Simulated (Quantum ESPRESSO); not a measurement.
**Projected density of states of magnetic K2MnS2**

Aim: the densities of states of K2MnS2 in the lowest state of several starts.

Calculated with Quantum ESPRESSO 7.5; PBEsol with U = 4 eV on Mn d (ortho-atomic projectors); plane waves with GBRV 1.5 PBEsol potentials, no spin-orbit coupling.

## 1. The starting structure

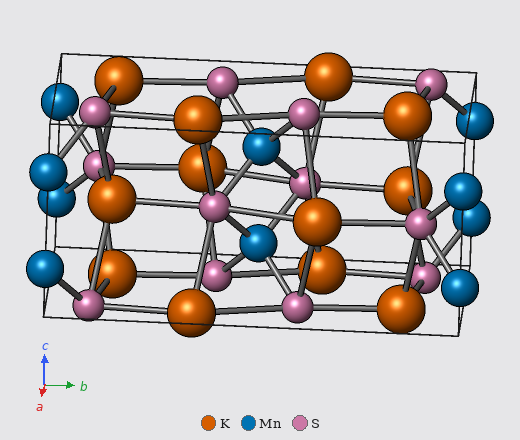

Start, viewed slightly off an axis; potassium orange, manganese blue, sulfur pink. This picture shows the conventional cell, with its axes. Some periodic images of atoms are drawn too.

The cell comes from the Crystallography Open Database.

## 2. Ground-state run

This state came out lowest in a comparison of starts that is told elsewhere.

pw.in reads:

```
&CONTROL
  calculation = 'scf'
  prefix = 'pwscf'
  outdir = './tmp'
  pseudo_dir = './pseudo'
  disk_io = 'low'
/
&SYSTEM
  ibrav = 0
  celldm(1) = 8
  nat = 10
  ntyp = 4
  ecutwfc = 40
  ecutrho = 280
  nbnd = 63
  occupations = 'smearing'
  smearing = 'fd'
  degauss = 0.00367493
  nspin = 2
  starting_magnetization(1) = 0
  starting_magnetization(2) = 0.3
  starting_magnetization(3) = -0.3
  starting_magnetization(4) = 0
/
&ELECTRONS
  conv_thr = 2d-08
  electron_maxstep = 150
  mixing_beta = 0.3
/
ATOMIC_SPECIES
K      39.0983 k_pbesol_v1.4.uspp.F.UPF
Mn1    54.9380 mn_pbesol_v1.5.uspp.F.UPF
Mn2    54.9380 mn_pbesol_v1.5.uspp.F.UPF
S      32.0600 s_pbesol_v1.4.uspp.F.UPF
CELL_PARAMETERS alat
  -0.8187238434941    1.4924112069232    0.7297886077539
   0.8187238434941   -1.4924112069232    0.7297886077539
   0.8187238434941    1.4924112069232   -0.7297886077539
ATOMIC_POSITIONS crystal
K       0.1478000000    0.3450000000    0.4928000000
K       0.8522000000    0.6550000000    0.5072000000
K       0.3522000000    0.8450000000    0.1972000000
K       0.6478000000    0.1550000000    0.8028000000
Mn1     0.2500000000    0.2500000000    0.0000000000
Mn2     0.7500000000    0.7500000000    0.0000000000
S       0.8965000000    0.1953000000    0.0918000000
S       0.1035000000    0.8047000000    0.9082000000
S       0.6035000000    0.6953000000    0.2988000000
S       0.3965000000    0.3047000000    0.7012000000
K_POINTS automatic
4 4 4 0 0 0
HUBBARD {ortho-atomic}
U Mn1-3d 4.0000
U Mn2-3d 4.0000
```

Launch:

```sh
$ OMP_NUM_THREADS=1 mpirun -n 4 pw.x -nk 4 -in pw.in > pw.out
```

Log:

```text
Program PWSCF v.7.5 starts

     Message from routine setup:
     using ibrav=0 with symmetry is DISCOURAGED, use correct ibrav instead

     K-points division:     npool     =       4
     Subspace diagonalization in iterative solution of the eigenvalue problem:

     bravais-lattice index     =            0
     lattice parameter (alat)  =       8.0000  a.u.
     unit-cell volume          =    1826.2195 (a.u.)^3
     number of atoms/cell      =           10
     number of atomic types    =            4
     number of electrons       =        90.00
     number of Kohn-Sham states=           63
     kinetic-energy cutoff     =      40.0000  Ry
     charge density cutoff     =     280.0000  Ry
     scf convergence threshold =      2.0E-08
     mixing beta               =       0.3000
     number of iterations used =            8  plain     mixing
     Exchange-correlation= SLA  PW   PSX  PSC
                           (   1   4  10   8   0   0   0)
     Hubbard projectors: ortho-atomic
     Hubbard parameters of DFT+U (Dudarev formulation) in eV:
     U(Mn1-3d) =  4.0000
     U(Mn2-3d) =  4.0000

     Internal variables: lda_plus_u =T, lda_plus_u_kind = 0

     Internal variables: orbital_resolved =F, hub_pot_fix =F, apply_U = F

     celldm(1)=   8.000000  celldm(2)=   0.000000  celldm(3)=   0.000000
     celldm(4)=   0.000000  celldm(5)=   0.000000  celldm(6)=   0.000000

     crystal axes: (cart. coord. in units of alat)
               a(1) = (  -0.818724   1.492411   0.729789 )
               a(2) = (   0.818724  -1.492411   0.729789 )
               a(3) = (   0.818724   1.492411  -0.729789 )

     reciprocal axes: (cart. coord. in units 2 pi/alat)
               b(1) = ( -0.000000  0.335028  0.685130 )
               b(2) = (  0.610707  0.000000  0.685130 )
               b(3) = (  0.610707  0.335028  0.000000 )

     PseudoPot. # 1 for K  read from file:
     k_pbesol_v1.4.uspp.F.UPF
     Pseudo is Ultrasoft + core correction, Zval =  9.0

     PseudoPot. # 2 for Mn read from file:
     mn_pbesol_v1.5.uspp.F.UPF
     Pseudo is Ultrasoft + core correction, Zval = 15.0

     PseudoPot. # 3 for Mn read from file:
     mn_pbesol_v1.5.uspp.F.UPF
     Pseudo is Ultrasoft + core correction, Zval = 15.0

     PseudoPot. # 4 for S  read from file:
     s_pbesol_v1.4.uspp.F.UPF
     Pseudo is Ultrasoft + core correction, Zval =  6.0

     atomic species   valence    mass     pseudopotential
     K                 9.00    39.09830     K ( 1.00)
     Mn1              15.00    54.93800     Mn( 1.00)
     Mn2              15.00    54.93800     Mn( 1.00)
     S                 6.00    32.06000     S ( 1.00)

     Starting magnetic structure
     atomic species   magnetization
     K               0.000
     Mn1             0.300
     Mn2            -0.300
     S               0.000

      4 Sym. Ops. (no inversion) found ( 2 have fractional translation)

   Cartesian axes

     site n.     atom                  positions (alat units)
         1        K      tau(   1) = (   0.5649195   0.4411568   0.0000000  )
         2        K      tau(   2) = (   0.2538044   1.0512545   0.7297886  )
         3        K      tau(   3) = (   0.5649195  -0.4411568   0.7297886  )
         4        K      tau(   4) = (   0.2538044   1.9335680   0.0000000  )
         5        Mn1    tau(   5) = (   0.0000000   0.0000000   0.3648943  )
         6        Mn2    tau(   6) = (  -0.0000000   0.0000000   1.0946829  )
         7        S      tau(   7) = (  -0.4989303   1.1834821   0.7297886  )
         8        S      tau(   8) = (   1.3176542   0.3089291  -0.0000000  )
         9        S      tau(   9) = (   0.3197935   0.3089291   0.7297886  )
        10        S      tau(  10) = (   0.4989303   1.1834821  -0.0000000  )

     number of k points=    18  Fermi-Dirac smearing, width (Ry)=  0.0037
                       cart. coord. in units 2pi/alat
        k(    1) = (   0.0000000   0.0000000   0.0000000), wk =   0.0156250
        k(    2) = (   0.1526766   0.0837571   0.0000000), wk =   0.0625000
        k(    3) = (  -0.3053533  -0.1675142   0.0000000), wk =   0.0312500
        k(    4) = (   0.1526766   0.0000000   0.1712825), wk =   0.0625000
        k(    5) = (   0.3053533   0.0837571   0.1712825), wk =   0.1250000
        [... 13 further k-points ...]

     Dense  grid:   144487 G-vectors     FFT dimensions: (  80,  80,  80)

     Smooth grid:    62453 G-vectors     FFT dimensions: (  60,  60,  60)

     Check: negative core charge=   -0.000015
     Generating pointlists ...
     new r_m :   0.3074 (alat units)  2.4593 (a.u.) for type    1
     new r_m :   0.2373 (alat units)  1.8982 (a.u.) for type    2
     new r_m :   0.2373 (alat units)  1.8982 (a.u.) for type    3
     new r_m :   0.2373 (alat units)  1.8982 (a.u.) for type    4

     Initial potential from superposition of free atoms

     starting charge      86.9850, renormalised to      90.0000

     STARTING HUBBARD OCCUPATIONS:

     =================== HUBBARD OCCUPATIONS ===================
     ------------------------ ATOM    5 ------------------------
     Tr[ns(  5)] (up, down, total) =   5.00000  0.00000  5.00000
     Atomic magnetic moment for atom   5 =   5.00000
     [... lines left out ...]
     ------------------------ ATOM    6 ------------------------
     Tr[ns(  6)] (up, down, total) =   0.00000  5.00000  5.00000
     Atomic magnetic moment for atom   6 =  -5.00000
     [... lines left out ...]
     Number of occupied Hubbard levels =   10.0000

     Atomic wfc used for Hubbard projectors are orthogonalized

     Starting wfcs are   74 randomized atomic wfcs

     Self-consistent Calculation

     iteration #  1     ecut=    40.00 Ry     beta= 0.30
     Davidson diagonalization with overlap
     ethr =  1.00E-02,  avg # of iterations =  6.5

     =================== HUBBARD OCCUPATIONS ===================
     ------------------------ ATOM    5 ------------------------
     Tr[ns(  5)] (up, down, total) =   4.58135  0.17028  4.75162
     Atomic magnetic moment for atom   5 =   4.41107
     [... lines left out ...]
     ------------------------ ATOM    6 ------------------------
     Tr[ns(  6)] (up, down, total) =   0.17030  4.58177  4.75208
     Atomic magnetic moment for atom   6 =  -4.41147
     [... lines left out ...]
     Number of occupied Hubbard levels =    9.5037

     total energy              =    -745.78641451 Ry
     estimated scf accuracy    <       3.22192420 Ry

     total magnetization       =     0.00 Bohr mag/cell
     absolute magnetization    =     9.33 Bohr mag/cell

     iteration #  2     ecut=    40.00 Ry     beta= 0.30
     Davidson diagonalization with overlap
     ethr =  3.58E-03,  avg # of iterations =  2.1

     total energy              =    -746.39281459 Ry
     estimated scf accuracy    <       0.23349348 Ry

     total magnetization       =     0.00 Bohr mag/cell
     absolute magnetization    =     9.64 Bohr mag/cell

     [... further iterations left out ...]

     iteration # 12     ecut=    40.00 Ry     beta= 0.30
     Davidson diagonalization with overlap
     ethr =  3.73E-11,  avg # of iterations = 15.2

     negative rho (up, down):  3.802E-04 3.802E-04

     total energy              =    -746.45456882 Ry
     estimated scf accuracy    <       0.00000013 Ry

     total magnetization       =     0.00 Bohr mag/cell
     absolute magnetization    =     9.65 Bohr mag/cell

     iteration # 13     ecut=    40.00 Ry     beta= 0.30
     Davidson diagonalization with overlap
     ethr =  3.73E-11,  avg # of iterations =  4.0

     negative rho (up, down):  3.801E-04 3.801E-04

     Magnetic moment per site  (integrated on atomic sphere of radius R)
     atom   1 (R=0.307)  charge=  7.8816  magn= -0.0000
     atom   2 (R=0.307)  charge=  7.8816  magn= -0.0000
     atom   3 (R=0.307)  charge=  7.8816  magn= -0.0000
     atom   4 (R=0.307)  charge=  7.8816  magn= -0.0000
     atom   5 (R=0.237)  charge= 12.9599  magn=  4.2324
     atom   6 (R=0.237)  charge= 12.9599  magn= -4.2324
     atom   7 (R=0.237)  charge=  4.1834  magn=  0.0000
     atom   8 (R=0.237)  charge=  4.1834  magn=  0.0000
     atom   9 (R=0.237)  charge=  4.1834  magn=  0.0000
     atom  10 (R=0.237)  charge=  4.1834  magn=  0.0000

     End of self-consistent calculation

     =================== HUBBARD OCCUPATIONS ===================
     ------------------------ ATOM    5 ------------------------
     Tr[ns(  5)] (up, down, total) =   4.93130  0.37763  5.30894
     Atomic magnetic moment for atom   5 =   4.55367
     [... lines left out ...]
     ------------------------ ATOM    6 ------------------------
     Tr[ns(  6)] (up, down, total) =   0.37763  4.93130  5.30894
     Atomic magnetic moment for atom   6 =  -4.55367
     [... lines left out ...]
     Number of occupied Hubbard levels =   10.6179

     [... lines left out ...]
     the Fermi energy is     5.7440 ev

!    total energy              =    -746.45456887 Ry
     estimated scf accuracy    <       0.00000002 Ry
     smearing contrib. (-TS)   =      -0.00000000 Ry
     internal energy E=F+TS    =    -746.45456887 Ry

     The total energy is F=E-TS. E is the sum of the following terms:
     one-electron contribution =    -513.99408419 Ry
     hartree contribution      =     279.93450078 Ry
     xc contribution           =    -122.32175607 Ry
     ewald contribution        =    -390.19478083 Ry
     Hubbard energy            =       0.12155144 Ry

     total magnetization       =    -0.00 Bohr mag/cell
     absolute magnetization    =     9.65 Bohr mag/cell

     convergence has been achieved in  13 iterations

=------------------------------------------------------------------------------=
   JOB DONE.
=------------------------------------------------------------------------------=
```

Wall time 2.4 min (4 MPI ranks of AMD EPYC 9R14 (Zen 4), shared host); peak memory 1.5 GiB; 9.4 min of CPU time.

Spin moment in the atom's sphere by atom:

```tsv
atom	spin moment in the atom's sphere (μB)
K1	0.00
K2	0.00
K3	0.00
K4	0.00
Mn5	4.23
Mn6	-4.23
S7	0.00
S8	0.00
S9	0.00
S10	0.00
```

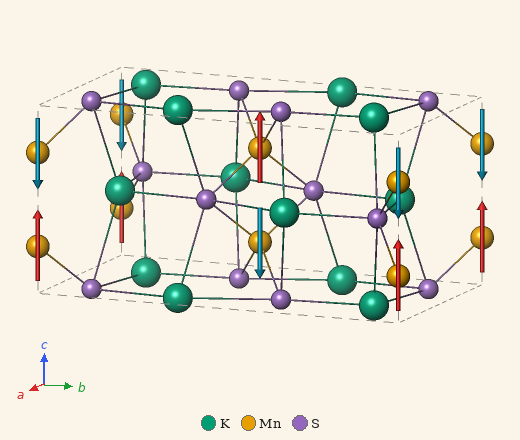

Spin moment in the atom's sphere as arrows, the longest 4.23 μB. Up and down stand for the sign. Arrows give size and sign along the axis of quantisation, drawn up and down the page. The two directions have two colours. Some periodic images of atoms are drawn too.

This step gave:

```
smearing term TS       : 3.57e-12 eV
magnetization          : 0 μB
absolute magnetization : 9.655 μB
final state            : antiferromagnetic
```

(Continued in part 2 of 2.)

[Logs and program files are shortened in this print: banners, set-up blocks, solver, clock and traceback lines can be left out without a mark of their own.]

[Logs are printed without paths, hosts, clocks, repeated set-up lines and the standing remarks that a program may print on its own settings, such as how far it seeks lower states.]

[Hosts, paths, dates, database ids (printed as entryN), source tags and the programs' standing remarks are cut or masked in the printed files.]

[Where a cell is said to come from a database of computed structures, the database is the Materials Project.]
